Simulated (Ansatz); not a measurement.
# A hypothetical structure for Mg3RuS, part 2 of 2

Starting from a made-up structure for Mg3RuS, the aim is the relaxed cell, its shortest contacts and, where a second run follows, its electronic structure.

Ansatz 0.2.0; DFT, PBE, plane-wave PAW, default files, scalar-relativistic, no spin, cell and ions relaxed at zero pressure (the session's first sound run).

So far: Starting point; Relaxation of the guess.

## Step 2: Relaxation of the guess (continued)

Step by step:

| step | energy less that of the first step (eV) | largest force component (eV/Å) | pressure (GPa) | volume (Å³) |
| --- | --- | --- | --- | --- |
| 1 | 0.0000 | 0.0000 | 16.97 | 84.03 |
| 2 | -0.6877 | 0.0000 | 5.26 | 94.46 |
| 3 | -0.7949 | 0.0000 | 1.13 | 100.02 |
| 4 | -0.8010 | 0.0000 | -0.09 | 102.01 |
| 5 | -0.8011 | 0.0000 | 0.00 | 101.86 |
| 6* | -0.8050 | 0.0000 | 0.08 | 101.86 |
| 7 | -0.8050 | 0.0000 | 0.00 | 102.00 |
| 8* | -0.8050 | 0.0000 | 0.00 | 102.00 |

Relaxation steps marked * repeat the geometry before them on a plane-wave basis chosen anew for their cell, so energy and pressure can jump there.

The run keeps the 48 symmetry operations that it works with, so distortions that break them were not tested.

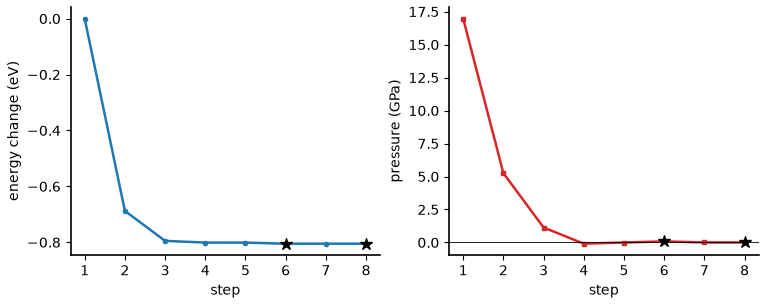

Energy and pressure along the relaxation. Stars mark steps on a basis chosen anew.

| conventional cell, symmetrised | before | after | change |
| --- | --- | --- | --- |
| a (Å) | 4.380 | 4.672 | +6.7 % |
| b (Å) | 4.380 | 4.672 | +6.7 % |
| c (Å) | 4.380 | 4.672 | +6.7 % |
| volume (Å³/atom) | 16.81 | 20.40 | +21.4 % |

Final coordinates:

```xyz
5
Lattice="4.6724 0.0000 0.0000 0.0000 4.6724 0.0000 0.0000 0.0000 4.6724" Properties=species:S:1:pos:R:3 pbc="T T T"
Ru    0.0000    0.0000    0.0000
S     2.3362    2.3362    2.3362
Mg    2.3362    2.3362    0.0000
Mg    2.3362    0.0000    2.3362
Mg    0.0000    2.3362    2.3362
```

Numbers from this step:

```
free energy             : -12550.7675 eV
energy at zero smearing : -12550.7464 eV
smearing term TS        : 0.04218 eV
Fermi energy            : 7.908 eV
electrons               : 52
symmetry operations     : 48
pressure                : 0.002243 GPa
```

The shortest distance of each pair, which need not be the same contact before and after:

| pair | guess (Å) | relaxed (Å) |
| --- | --- | --- |
| Mg–S | 2.190 | 2.336 |
| Mg–Ru | 3.097 | 3.304 |
| Mg–Mg | 3.097 | 3.304 |
| Ru–S | 3.793 | 4.046 |
| Ru–Ru | 4.380 | 4.672 |

The relaxation ends with a pressure of 0.00 GPa.

## Step 3: Electronic structure of the relaxed cell

A second self-consistent run takes a narrower smearing and the mesh shown in its input; the bands follow along the standard path of the relaxed lattice.

This step: DFT, PBE, plane-wave PAW, default files, scalar-relativistic, no spin, bands and density of states at the relaxed cell (Ansatz 0.2.0).

The input, input.yaml:

```yaml
crystal:
  lattice:
    - [4.672383146, 0.0, 0.0]
    - [0.0, 4.672383146, 0.0]
    - [0.0, 0.0, 4.672383146]
  atoms:
    - { symbol: Ru, position: [0.0, 0.0, 0.0] }
    - { symbol: S, position: [0.5, 0.5, 0.5] }
    - { symbol: Mg, position: [0.5, 0.5, 0.0] }
    - { symbol: Mg, position: [0.5, 0.0, 0.5] }
    - { symbol: Mg, position: [0.0, 0.5, 0.5] }
kpoints:
  mp_grid: { grid: [8, 8, 8] }
  band_path:
    path:
      - [[0.0, 0.0, 0.0], [0.0, 0.5, 0.0], [0.5, 0.5, 0.0], [0.0, 0.0, 0.0], [0.5, 0.5, 0.5], [0.0, 0.5, 0.0]]
      - [[0.5, 0.5, 0.0], [0.5, 0.5, 0.5]]
    npoints: 13
scf:
  occupations: { method: fermi_dirac, width: 0.03 }
  n_extra_bands: 9
hamiltonian:
  xc: pbe
  pseudopotentials: { kind: paw }
output:
  forces: true
  stress: true
  write_bands: true
  dos: { projected: true }
  write_density: true
  write_potential: true
  elf: true
  volumetric_format: npy
```

The run is started by

```sh
$ ansatz run input.yaml --threads 4 --pin off --max-ram 8192MiB --backend cpu --events-out ev --progress --plain --runs-dir out
```

Numbers of over 12 decimals in the logs are rounded to 6 here.

What it wrote:

```text
[...]
Crystal: 5 atoms, lattice volume = 102.004 Å³
Basis set: ecut = 420 eV, 1935 PW (Γ), exchange–correlation on 64×64×64 points (8 copies of the dense FFT grid, shifted against one another)
Bands: 35, of which v1, the nominal top of the filled ones, is band 26 counted from 1 (25 counted from 0)
Symmetry: 48 space group operations
[...]
k-points: 35 of 512
[...]
SCF iter   1: F=—  HF=-12550.778788 eV  |F-HF|=—  |Δ(HF+E_count)|=         —  Δρ=1.27e-2  dr2=9.10e-2  ethr=1.77e-3  ⟨swp⟩=6.4  Hψ=5851  notcnv=0  defer=9
[...]
SCF iter   7: F=-12550.768316 eV  HF=-12550.768316 eV  |F-HF|=3.00e-8  |Δ(HF+E_count)|=   1.97e-7  Δρ=7.41e-6  dr2=7.48e-8  ethr=1.92e-10  ⟨swp⟩=11.6  Hψ=8374  notcnv=0
SCF 1 converged in 7 iterations: F = -12550.768316 eV  dr2 = 7.48e-8
[...]
NSCF: frozen V_eff on 80 k-points
SCF converged after 7 iterations
Free energy (F): -12550.768316 eV
[...]
Internal energy: -12550.751153 eV  (E = F + TS)
E sigma→0 (E₀):  -12550.759735 eV
Entropy (-TS):   -0.017163 eV (-3.433 meV/atom)
Fermi energy:    7.882996 eV
[...]
--- Stress (GPa, compression-positive) ---
       -0.013128       0.000000       0.000000
       -0.000000      -0.013128       0.000000
        0.000000      -0.000000      -0.013128
  P = ⅓ Tr σ = -0.0131 GPa (-0.131 kbar)
--- Band table (eV; the first three rows and the last of 35) ---
  k-point 0: bands = [... 22 lower, 6.5028, 7.5445, 7.5445, 7.5445, 10.3495, 10.3495, 11.2296, 11.2296, ... 5 higher]
  k-point 1: bands = [... 22 lower, 6.6168, 7.5389, 7.5389, 7.5569, 10.0012, 10.2929, 10.8860, 10.8860, ... 5 higher]
  k-point 2: bands = [... 22 lower, 6.8513, 7.5318, 7.5318, 7.5874, 9.1111, 10.1357, 10.2755, 10.2755, ... 5 higher]
  k-point 34: bands = [... 22 lower, 6.9663, 7.4632, 7.4632, 7.4632, 7.8945, 7.8945, 8.2203, 13.0050, ... 5 higher]
```

Wall time 2.8 s (4 threads of Arm Neoverse V2, shared host); peak memory 0.46 GiB.

This step gave:

```yaml
free_energy: -12550.7683 eV
energy_at_zero_smearing: -12550.7597 eV
smearing_term_ts: 0.01716 eV
fermi_energy: 7.883 eV
pressure: -0.01313 GPa
```

From bands.tsv, the bands that come nearest the Fermi level along the path, at its corners, in eV from the Fermi level:

| point | band 23 | band 24 | band 25 | band 26 | band 27 | band 28 | band 29 | band 30 |
| --- | --- | --- | --- | --- | --- | --- | --- | --- |
| Γ | -1.38 | -0.34 | -0.34 | -0.34 | 2.47 | 2.47 | 3.35 | 3.35 |
| X | -1.00 | -0.34 | -0.34 | -0.25 | 0.05 | 1.74 | 1.74 | 1.97 |
| M | -0.74 | -0.74 | 0.00 | 0.01 | 0.75 | 0.75 | 2.60 | 3.94 |
| Γ | -1.38 | -0.34 | -0.34 | -0.34 | 2.47 | 2.47 | 3.35 | 3.35 |
| R | -0.92 | -0.42 | -0.42 | -0.42 | 0.01 | 0.01 | 0.34 | 5.12 |
| X | -1.00 | -0.34 | -0.34 | -0.25 | 0.05 | 1.74 | 1.74 | 1.97 |
| M | -0.74 | -0.74 | 0.00 | 0.01 | 0.75 | 0.75 | 2.60 | 3.94 |
| R | -0.92 | -0.42 | -0.42 | -0.42 | 0.01 | 0.01 | 0.34 | 5.12 |

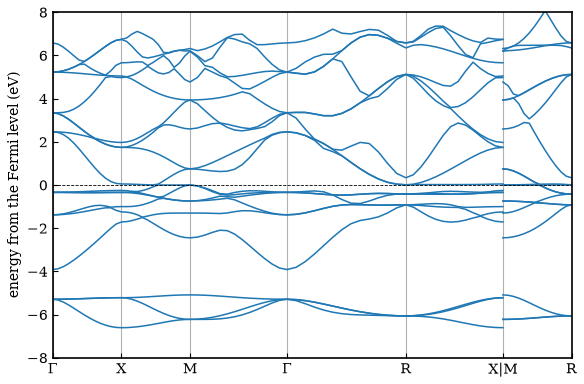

Bands along the path. 17 bands lie wholly below the window drawn.

Counts of states for the cell as run, both spins, by energy window (eV from the Fermi level):

| from | to | total |
| --- | --- | --- |
| -8 | -7 | 0.00 |
| -7 | -6 | 2.24 |
| -6 | -5 | 3.76 |
| -5 | -4 | 0.00 |
| -4 | -3 | 0.10 |
| -3 | -2 | 0.89 |
| -2 | -1 | 2.80 |
| -1 | 0 | 8.17 |
| 0 | 1 | 2.38 |
| 1 | 2 | 1.65 |
| 2 | 3 | 3.11 |
| 3 | 4 | 1.52 |
| 4 | 5 | 2.29 |

A further 34.0 states lie below the table's range.

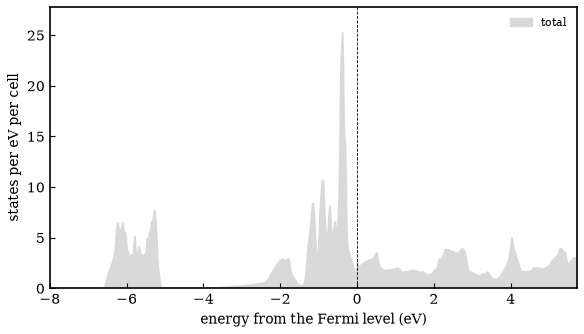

Total density of states, smoothed over about 0.04 eV.

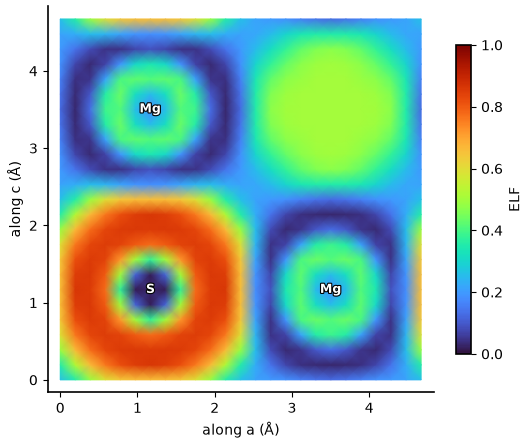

ELF in the ac plane at fractional y = 0.500, with atoms of S and Mg within 0.2 Å of it. It is the smooth field of the valence electrons, not physical close to the nuclei. The map starts off the cell's origin, so that atoms lie inside it.

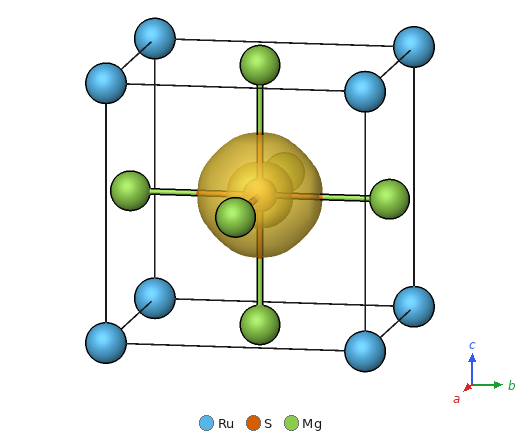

Surface of ELF = 0.78.

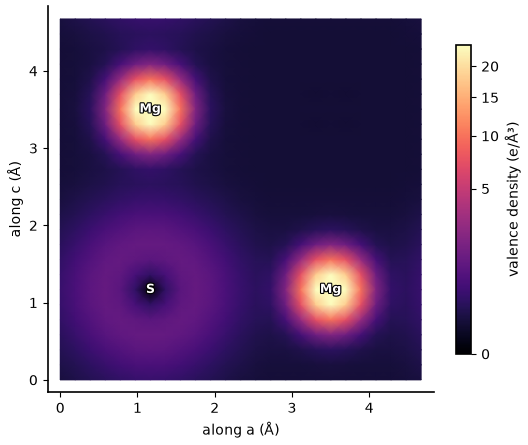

Valence density in the ac plane at fractional y = 0.500, with atoms of S and Mg within 0.2 Å of it. It is the smooth field of the valence electrons, not physical close to the nuclei. The map starts off the cell's origin, so that atoms lie inside it. The colour scale is stretched toward low values.

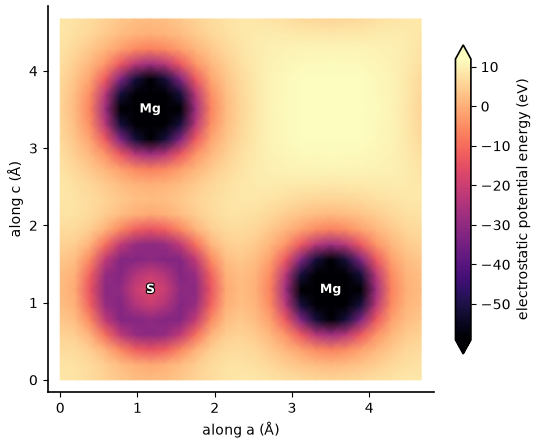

Electrostatic potential energy in the ac plane at fractional y = 0.500, with atoms of S and Mg within 0.2 Å of it. With pseudopotentials it is smooth inside the atoms' cores, unlike the true potential. The map starts off the cell's origin, so that atoms lie inside it.

## Step 4: Summary of results

```yaml
space_group_relaxed: Pm-3m
conventional_cell: a = 4.672, b = 4.672, c = 4.672 Å; α = 90.0°, β = 90.0°, γ = 90.0°
volume_per_atom: 20.40 Å³ (guess 16.81)
```

**Reading.** Mg3RuS relaxes to Pm-3m with a = 4.672, b = 4.672 and c = 4.672 Å. The guessed volume was 18 % too small. The space group Pm-3m was held in the relaxation, so the end point is a stationary structure within it and may be a saddle against distortions or other arrangements. Bands cross the Fermi level, so it is a metal or semimetal at this level. Semilocal functionals can close a small real gap, so this isn't settled for compounds with anions. On the 8×8×8 mesh with the narrower smearing (relaxed on 6×6×6) the forces vanish, as symmetry may demand, and the largest stress component is 0.013 GPa, within the relaxation's thresholds of 0.015 eV/Å and 0.05 GPa. The cutoff wasn't tested. No dispersion term is used, so weakly bound directions may come out too long. The runs have no spin, and magnetism wasn't tested. Nothing here tests whether the compound is stable against decomposition.

[Logs are printed without paths, hosts, clocks, repeated set-up lines and the standing remarks that a program may print on its own settings, such as how far it seeks lower states.]

[Hosts, paths, dates, database ids (printed as entryN), source tags and the programs' standing remarks are cut or masked in the printed files.]
